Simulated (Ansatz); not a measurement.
# BBr2Cl: one molecule under many settings

Aim: run BBr2Cl under a spread of inputs, and see what each costs and gives.

Program: Ansatz 0.2.0, Gaussian basis. Level of theory: the settings change from run to run. These are calculated values, not measurements.

## 1. The relaxed structure

An earlier PBE0-D4 in a triple-zeta def2 set relaxation fixed the geometry.

SMILES `ClB(Br)Br`, 4 atoms, charge 0, spin multiplicity 1.

Atoms are counted from 1 here; the program's logs count them from 0.

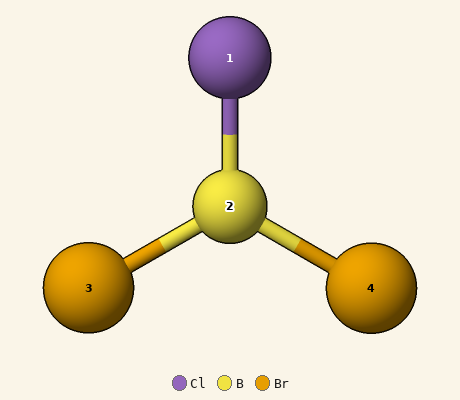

The geometry (chlorine purple, boron yellow, bromine amber); atoms are numbered from 1 in the order of the file.

## 2. PBE0-DH/pcseg-2

Options: atoms shaken by 0.15 Å.

in.yaml reads:

```yaml
crystal:
  periodic: [false, false, false]
  atoms:
    - {symbol: Cl, position_ang: [-0.249062, -1.553058, 0.563277]}
    - {symbol: B, position_ang: [0.044223, -0.212532, -0.059562]}
    - {symbol: Br, position_ang: [1.343451, 1.056945, 0.611333]}
    - {symbol: Br, position_ang: [-1.337097, 0.432787, -1.508521]}
basis:
  gaussian: {orbitals: pcseg-2}
hamiltonian: {xc: {name: PBE0-DH}}
```

Command:

```console
$ ansatz run in.yaml --threads 4 --pin off --events-out ev --progress --plain --max-ram 10444MiB
```

The log of the run:

```text
Functional definition: PBE0-DH
  name "PBE0-DH"
  cite "Brémond & Adamo, J. Chem. Phys. 135, 024106 (2011) doi:10.1063/1.3604569"
  cite "Perdew, Burke & Ernzerhof, Phys. Rev. Lett. 77, 3865 (1996) doi:10.1103/PhysRevLett.77.3865"
  parameter a = 1/2
  parameter c = 1/8
  exchange = (1 - a)*pbe_x + a*exact_x
  correlation = (1 - c)*pbe_c + c*(mp2_os + mp2_ss)
974 factors; integrals over basis functions are off by at most 9.4e-4 eV
mean field evaluation 1: about -153265.9301 eV, gradient 1.1e1 eV
mean field evaluation 2: about -153266.0193 eV, gradient 1.1e1 eV
mean field evaluation 4: about -153266.4308 eV, gradient 2.0e0 eV
mean field evaluation 8: about -153266.4381 eV, gradient 4.1e-2 eV
mean field evaluation 16: about -153266.4381 eV, gradient 9.7e-6 eV
mean field -153266.43811217 eV, -5632.4377128993 hartree, gradient 9.9e-6 eV, S^2 0.000000; 0 other end points of the search recorded, 0 dependent functions left out
24 core orbitals not correlated: weight in the atoms' cores, before any rotation towards them, 1.000 or more for the frozen orbitals, at most 0.000 for the correlated occupied ones
reference -153266.43812821 eV, -5632.4377134885 hartree; 22, 22 occupied and 104, 104 virtual orbitals, 974 factors
second order -23.89456561 eV of doubles, -0.00000000 eV of singles
Total energy: -153269.42494891 eV, -5632.5474771247 hartree
```

Run time: 2.3 s. Hardware: 4 threads of Arm Neoverse V2, shared host; peak memory 0.33 GiB.

## 3. r2SCAN0/STO-3G

This run has coordinates scaled by 1.05, D4 dispersion, the search for lower states set to light.

in.yaml reads:

```yaml
crystal:
  periodic: [false, false, false]
  atoms:
    - {symbol: Cl, position_ang: [-0.186827, -1.748849, 0.648815]}
    - {symbol: B, position_ang: [0.009772, -0.057114, 0.010228]}
    - {symbol: Br, position_ang: [1.357988, 1.166310, 0.823095]}
    - {symbol: Br, position_ang: [-1.122658, 0.576337, -1.503558]}
basis:
  gaussian: {orbitals: STO-3G}
hamiltonian: {xc: {name: r2SCAN0}, dispersion: d4}
scf: {lower_state_search: light}
output: {forces: true}
```

Same command.

The log of the run (excerpt; [...] marks lines left out):

```text
Functional definition: r2SCAN0
  name "r2SCAN0"
  cite "Bursch, Neugebauer, Ehlert & Grimme, J. Chem. Phys. 156, 134105 (2022) doi:10.1063/5.0086040"
  cite "Furness, Kaplan, Ning, Perdew & Sun, J. Phys. Chem. Lett. 11, 8208 (2020) doi:10.1021/acs.jpclett.0c02405"
  cite "Furness, Kaplan, Ning, Perdew & Sun, J. Phys. Chem. Lett. 11, 9248 (2020) doi:10.1021/acs.jpclett.0c03077"
  parent r2scan
[...]
520 factors; integrals over basis functions are off by at most 3.7e-5 eV
[...]
mean field -151626.53930117 eV, -5572.1725431581 hartree, gradient 3.1e-6 eV, S^2 0.000000; 0 other end points of the search recorded, 0 dependent functions left out
[...]
reference -151626.53930397 eV, -5572.1725432613 hartree; 46, 46 occupied and 4, 4 virtual orbitals, 520 factors
Total energy: -151626.57982948 eV, -5572.1740325462 hartree
Atom 0 at    -0.186827    -1.748849     0.648815 Å, force     0.139029     1.196353    -0.451592 eV/Å
Atom 1 at     0.009772    -0.057114     0.010228 Å, force     0.189563     1.631200    -0.615735 eV/Å
Atom 2 at     1.357988     1.166310     0.823095 Å, force    -1.946211    -1.837570    -1.137634 eV/Å
Atom 3 at    -1.122658     0.576337    -1.503558 Å, force     1.617620    -0.989983     2.204962 eV/Å
Dipole moment:     0.018148     0.156163    -0.058947 e Å
```

Run time: 0.9 s. Hardware: 4 threads of Arm Neoverse V2, shared host.

Largest force 2.908 eV/Å, dipole 0.81 D.

## 4. wB97/def2-mTZVP

Set apart from the defaults: coordinates scaled by 1.12.

in.yaml reads:

```yaml
crystal:
  periodic: [false, false, false]
  atoms:
    - {symbol: Cl, position_ang: [-0.199283, -1.865438, 0.692069]}
    - {symbol: B, position_ang: [0.010423, -0.060921, 0.010910]}
    - {symbol: Br, position_ang: [1.448521, 1.244064, 0.877968]}
    - {symbol: Br, position_ang: [-1.197502, 0.614760, -1.603795]}
basis:
  gaussian: {orbitals: def2-mTZVP}
hamiltonian: {xc: {name: wB97}}
output: {forces: true}
```

The command is unchanged.

The log of the run (excerpt; [...] marks lines left out):

```text
Functional definition: wB97
  name "wB97"
  cite "Chai & Head-Gordon, J. Chem. Phys. 128, 084106 (2008) doi:10.1063/1.2834918"
  cite "Becke, J. Chem. Phys. 107, 8554 (1997) doi:10.1063/1.475007"
[...]
  # The coefficients of nought are those of the uniform gas.
[...]
      + integral(e_c_pw_opposite_spin*poly(b97_u_opposite, 1, cos1, cos2, cos3, cos4))
1135 factors; their error is unknown
318 factors; integrals over basis functions are off by at most 1.5e-5 eV
[...]
mean field -153301.37690355 eV, -5633.7216898000 hartree, gradient 5.0e-5 eV, S^2 0.000000; 0 other end points of the search recorded, 0 dependent functions left out
[...]
reference -153301.37689476 eV, -5633.7216894769 hartree; 46, 46 occupied and 67, 67 virtual orbitals, 1135 factors
Total energy: -153301.37689476 eV, -5633.7216894769 hartree
Atom 0 at    -0.199283    -1.865438     0.692069 Å, force     0.411671     3.542446    -1.337181 eV/Å
Atom 1 at     0.010423    -0.060921     0.010910 Å, force    -0.042083    -0.362130     0.136695 eV/Å
Atom 2 at     1.448521     1.244064     0.877968 Å, force    -2.287524    -2.090251    -1.371953 eV/Å
Atom 3 at    -1.197502     0.614760    -1.603795 Å, force     1.917936    -1.090066     2.572440 eV/Å
Dipole moment:     0.005605     0.048232    -0.018206 e Å
```

It took 2.2 s on 4 threads of Arm Neoverse V2, shared host.

Largest force 3.809 eV/Å, dipole 0.25 D.

## 5. PBE/x2c-TZVPPall

This run has density fitting with def2-universal-jkfit, a grid of angular degree 11, D3(BJ) dispersion.

in.yaml reads:

```yaml
crystal:
  periodic: [false, false, false]
  atoms:
    - {symbol: Cl, position_ang: [-0.177931, -1.665570, 0.617919]}
    - {symbol: B, position_ang: [0.009307, -0.054394, 0.009741]}
    - {symbol: Br, position_ang: [1.293322, 1.110771, 0.783900]}
    - {symbol: Br, position_ang: [-1.069198, 0.548893, -1.431960]}
basis:
  gaussian: {orbitals: x2c-TZVPPall, fitting: {mean_field: def2-universal-jkfit}, final_grid: {core_spheres: 5, valence_spheres: 4, degree: 11}}
hamiltonian: {xc: {name: PBE}, dispersion: d3bj}
output: {forces: true}
```

Launched as before.

The log of the run (excerpt; [...] marks lines left out):

```text
Functional definition: PBE
  name "PBE"
  cite "Perdew, Burke & Ernzerhof, Phys. Rev. Lett. 77, 3865 (1996) doi:10.1103/PhysRevLett.77.3865"
  parent pbe
[...]
735 factors; integrals over basis functions are off by at most 1.4e0 eV
[...]
mean field -155056.84648327 eV, -5698.2340069549 hartree, gradient 4.1e-5 eV, S^2 0.000000; 0 other end points of the search recorded, 0 dependent functions left out
[...]
reference -155056.84654000 eV, -5698.2340090394 hartree; 46, 46 occupied and 123, 123 virtual orbitals, 735 factors
Total energy: -155056.98486797 eV, -5698.2390924988 hartree
Relativity: scalar
Atom 0 at    -0.177931    -1.665570     0.617919 Å, force    -0.036872    -0.317288     0.119768 eV/Å
Atom 1 at     0.009307    -0.054394     0.009741 Å, force     0.019677     0.169322    -0.063914 eV/Å
Atom 2 at     1.293322     1.110771     0.783900 Å, force     0.124869     0.101636     0.081127 eV/Å
Atom 3 at    -1.069198     0.548893    -1.431960 Å, force    -0.107674     0.046331    -0.136980 eV/Å
Dipole moment:     0.000199     0.001712    -0.000646 e Å
```

It took 0.8 s on 4 threads of Arm Neoverse V2, shared host.

Largest force 0.341 eV/Å, dipole 0.01 D.

## 6. RPBE/def2-SVP

Options: D4 dispersion, the search for lower states set to light.

Edit in.yaml of step 5 so:

```diff
@@ -8,4 +8,5 @@
 basis:
-  gaussian: {orbitals: x2c-TZVPPall, fitting: {mean_field: def2-universal-jkfit}, final_grid: {core_spheres: 5, valence_spheres: 4, degree: 11}}
-hamiltonian: {xc: {name: PBE}, dispersion: d3bj}
+  gaussian: {orbitals: def2-SVP}
+hamiltonian: {xc: {name: RPBE}, dispersion: d4}
+scf: {lower_state_search: light}
 output: {forces: true}
```

Launched as before.

The log of the run (excerpt; [...] marks lines left out):

```text
Functional definition: RPBE
  name "RPBE"
  cite "Hammer, Hansen & Nørskov, Phys. Rev. B 59, 7413 (1999) doi:10.1103/PhysRevB.59.7413"
  cite "Perdew, Burke & Ernzerhof, Phys. Rev. Lett. 77, 3865 (1996) doi:10.1103/PhysRevLett.77.3865"
[...]
1039 factors; their error is unknown
[...]
mean field -153263.53976457 eV, -5632.3312005893 hartree, gradient 1.9e-5 eV, S^2 0.000000; 0 other end points of the search recorded, 0 dependent functions left out
[...]
reference -153263.53979129 eV, -5632.3312015713 hartree; 46, 46 occupied and 50, 50 virtual orbitals, 1039 factors
Total energy: -153264.03690513 eV, -5632.3494701680 hartree
Atom 0 at    -0.177931    -1.665570     0.617919 Å, force    -0.069043    -0.594115     0.224263 eV/Å
Atom 1 at     0.009307    -0.054394     0.009741 Å, force     0.020166     0.173528    -0.065502 eV/Å
Atom 2 at     1.293322     1.110771     0.783900 Å, force     0.300985     0.276064     0.179999 eV/Å
Atom 3 at    -1.069198     0.548893    -1.431960 Å, force    -0.252108     0.144522    -0.338759 eV/Å
Dipole moment:    -0.001365    -0.011742     0.004432 e Å
```

Run time: 0.65 s. Hardware: 4 threads of Arm Neoverse V2, shared host.

Largest force 0.639 eV/Å, dipole 0.06 D.

## 7. r2SCAN/def2-SVPD

Options: D3(BJ) with three-body dispersion, high accuracy.

Edit in.yaml of step 6 so:

```diff
@@ -8,5 +8,4 @@
 basis:
-  gaussian: {orbitals: def2-SVP}
-hamiltonian: {xc: {name: RPBE}, dispersion: d4}
-scf: {lower_state_search: light}
-output: {forces: true}
+  gaussian: {orbitals: def2-SVPD}
+hamiltonian: {xc: {name: r2SCAN}, dispersion: d3bjatm}
+accuracy: high
```

Same command.

The log of the run:

```text
Functional definition: r2SCAN
  name "r2SCAN"
  cite "Furness, Kaplan, Ning, Perdew & Sun, J. Phys. Chem. Lett. 11, 8208 (2020) doi:10.1021/acs.jpclett.0c02405"
  cite "Furness, Kaplan, Ning, Perdew & Sun, J. Phys. Chem. Lett. 11, 9248 (2020) doi:10.1021/acs.jpclett.0c03077"
  parent r2scan
  parameter k0 = 0.174
  parameter k1 = 0.065
  parameter a1 = 4.9479
  exchange = r2scan_x(k0 = k0, k1 = k1, a1 = a1)
  correlation = r2scan_c
2312 factors; integrals over basis functions are off by at most 4.5e-9 eV
mean field evaluation 1: about -153271.4917 eV, gradient 1.4e1 eV
mean field evaluation 2: about -153270.9038 eV, gradient 1.9e1 eV
mean field evaluation 4: about -153271.9922 eV, gradient 8.2e-1 eV
mean field evaluation 8: about -153271.9900 eV, gradient 1.6e-2 eV
mean field evaluation 16: about -153271.9900 eV, gradient 6.9e-7 eV
mean field -153271.98997880 eV, -5632.6417402347 hartree, gradient 3.7e-8 eV, S^2 0.000000; 0 other end points of the search recorded, 0 dependent functions left out
reference -153271.98997972 eV, -5632.6417402686 hartree; 46, 46 occupied and 83, 83 virtual orbitals, 2312 factors
Total energy: -153272.02637750 eV, -5632.6430778621 hartree
```

Run time: 6 s. Hardware: 4 threads of Arm Neoverse V2, shared host; peak memory 0.44 GiB.

## 8. revPBE/def2-TZVPP

Set apart from the defaults: density fitting with cc-pVTZ-jkfit.

Edit in.yaml of step 7 so:

```diff
@@ -8,4 +8,3 @@
 basis:
-  gaussian: {orbitals: def2-SVPD}
-hamiltonian: {xc: {name: r2SCAN}, dispersion: d3bjatm}
-accuracy: high
+  gaussian: {orbitals: def2-TZVPP, fitting: {mean_field: cc-pVTZ-jkfit}}
+hamiltonian: {xc: {name: revPBE}}
```

Same command.

The log of the run:

```text
Functional definition: revPBE
  name "revPBE"
  cite "Zhang & Yang, Phys. Rev. Lett. 80, 890 (1998) doi:10.1103/PhysRevLett.80.890"
  cite "Perdew, Burke & Ernzerhof, Phys. Rev. Lett. 77, 3865 (1996) doi:10.1103/PhysRevLett.77.3865"
  parameter kappa = 1.245
  parameter beta = 0.06672455060314922
  exchange = pbe_x(kappa = kappa, mu = beta*pi^2/3)
  correlation = pbe_c(beta = beta)
614 factors; integrals over basis functions are off by at most 1.4e0 eV
mean field evaluation 1: about -153279.0502 eV, gradient 2.7e1 eV
mean field evaluation 2: about -153274.7302 eV, gradient 4.7e1 eV
mean field evaluation 4: about -153280.6180 eV, gradient 1.6e0 eV
mean field evaluation 8: about -153280.6233 eV, gradient 3.3e-2 eV
mean field -153280.62332409 eV, -5632.9590098223 hartree, gradient 7.3e-5 eV, S^2 0.000000; 0 other end points of the search recorded, 0 dependent functions left out
reference -153280.62336534 eV, -5632.9590113383 hartree; 46, 46 occupied and 123, 123 virtual orbitals, 614 factors
Total energy: -153280.62336534 eV, -5632.9590113383 hartree
```

Wall time 0.8 s (4 threads of Arm Neoverse V2, shared host).

## 9. PBE0-DH/def2-SVPD

Set apart from the defaults: a grid of angular degree 23.

Edit in.yaml of step 8 so:

```diff
@@ -8,3 +8,4 @@
 basis:
-  gaussian: {orbitals: def2-TZVPP, fitting: {mean_field: cc-pVTZ-jkfit}}
-hamiltonian: {xc: {name: revPBE}}
+  gaussian: {orbitals: def2-SVPD, final_grid: {core_spheres: 8, valence_spheres: 7, degree: 23}}
+hamiltonian: {xc: {name: PBE0-DH}}
+output: {forces: true}
```

Same command.

The log of the run (excerpt; [...] marks lines left out):

```text
Functional definition: PBE0-DH
  name "PBE0-DH"
  cite "Brémond & Adamo, J. Chem. Phys. 135, 024106 (2011) doi:10.1063/1.3604569"
  cite "Perdew, Burke & Ernzerhof, Phys. Rev. Lett. 77, 3865 (1996) doi:10.1103/PhysRevLett.77.3865"
[...]
1230 factors; integrals over basis functions are off by at most 9.9e-4 eV
[...]
mean field -153244.00595629 eV, -5631.6133463757 hartree, gradient 2.5e-6 eV, S^2 0.000000; 0 other end points of the search recorded, 0 dependent functions left out
24 core orbitals not correlated: weight in the atoms' cores, before any rotation towards them, 1.000 or more for the frozen orbitals, at most 0.000 for the correlated occupied ones
reference -153244.00598353 eV, -5631.6133473769 hartree; 22, 22 occupied and 83, 83 virtual orbitals, 1230 factors
second order -23.31418797 eV of doubles, -0.00000000 eV of singles
[...]
Total energy: -153246.92025703 eV, -5631.7204449525 hartree
Atom 0 at    -0.177931    -1.665570     0.617919 Å, force    -0.016183    -0.139258     0.052566 eV/Å
Atom 1 at     0.009307    -0.054394     0.009741 Å, force     0.024740     0.212889    -0.080360 eV/Å
Atom 2 at     1.293322     1.110771     0.783900 Å, force    -0.037089    -0.044619    -0.016877 eV/Å
Atom 3 at    -1.069198     0.548893    -1.431960 Å, force     0.028532    -0.029012     0.044671 eV/Å
Dipole moment:     0.000748     0.006434    -0.002429 e Å
```

Run time: 3.7 s. Hardware: 4 threads of Arm Neoverse V2, shared host; peak memory 0.48 GiB.

Largest force 0.229 eV/Å, dipole 0.03 D.

## 10. RPBE/cc-pVDZ

Set apart from the defaults: multiplicity 3, density fitting with cc-pVTZ-jkfit.

Edit in.yaml of step 9 so:

```diff
@@ -8,4 +8,4 @@
 basis:
-  gaussian: {orbitals: def2-SVPD, final_grid: {core_spheres: 8, valence_spheres: 7, degree: 23}}
-hamiltonian: {xc: {name: PBE0-DH}}
-output: {forces: true}
+  gaussian: {orbitals: cc-pVDZ, fitting: {mean_field: cc-pVTZ-jkfit}}
+magnetization: {spin_polarized: true, initial_magnetization: 2}
+hamiltonian: {xc: {name: RPBE}}
```

Launched as before.

The log of the run (excerpt; [...] marks lines left out):

```text
Functional definition: RPBE
  name "RPBE"
  cite "Hammer, Hansen & Nørskov, Phys. Rev. B 59, 7413 (1999) doi:10.1103/PhysRevB.59.7413"
  cite "Perdew, Burke & Ernzerhof, Phys. Rev. Lett. 77, 3865 (1996) doi:10.1103/PhysRevLett.77.3865"
[...]
614 factors; integrals over basis functions are off by at most 6.1e-2 eV
[...]
mean field -153279.03720385 eV, -5632.9007209786 hartree, gradient 1.7e-5 eV, S^2 2.004104; 16 other end points of the search recorded, 0 dependent functions left out
reference -153279.03723250 eV, -5632.9007220312 hartree; 47, 45 occupied and 39, 41 virtual orbitals, 614 factors
Total energy: -153279.03723250 eV, -5632.9007220312 hartree
```

Wall time 7.5 s (4 threads of Arm Neoverse V2, shared host).

⟨S²⟩ 2.004.

## 11. The runs in one table

```tsv
level	charge	multiplicity	geometry	functions	energy (eV)	time
PBE0-DH/pcseg-2	0	1	shaken	150	-153269.425	2.3 s
r2SCAN0/STO-3G	0	1	scaled	50	-151626.580	0.9 s
wB97/def2-mTZVP	0	1	scaled	113	-153301.377	2.2 s
PBE/x2c-TZVPPall	0	1	relaxed	169	-155056.985	0.8 s
RPBE/def2-SVP	0	1	relaxed	96	-153264.037	0.65 s
r2SCAN/def2-SVPD	0	1	relaxed	129	-153272.026	6 s
revPBE/def2-TZVPP	0	1	relaxed	169	-153280.623	0.8 s
PBE0-DH/def2-SVPD	0	1	relaxed	129	-153246.920	3.7 s
RPBE/cc-pVDZ	0	3	relaxed	86	-153279.037	7.5 s
```

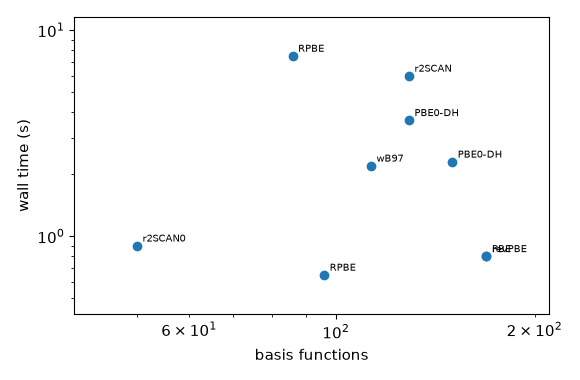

Wall time against the number of basis functions (shared host).

## 12. Results

| quantity | value |
| --- | --- |
| runs | 9 |
| quickest | RPBE/def2-SVP, 0.65 s |
| slowest | RPBE/cc-pVDZ, 7.5 s |
| spread of total energies, same state and geometry | 1810.1 eV |
| dipole, same state and geometry | 0.01 to 0.06 D |

**Reading.** Run time spans a factor of 12, from RPBE/def2-SVP to RPBE/cc-pVDZ. The jobs differ in tasks and options as well as level. The totals spread over 1810 eV; they can't be compared across methods or bases. Some of these runs are scalar-relativistic and others not, which shifts the totals of all-electron atoms past neon by eV; core potentials, where a basis has them, take the core out of the total altogether. At the PBE0-D4/def2-TZVP geometry and in the same state, runs without warnings or point charges leave forces up to 0.64 eV/Å (RPBE/def2-SVP), against 3.8 eV/Å where the atoms were moved.
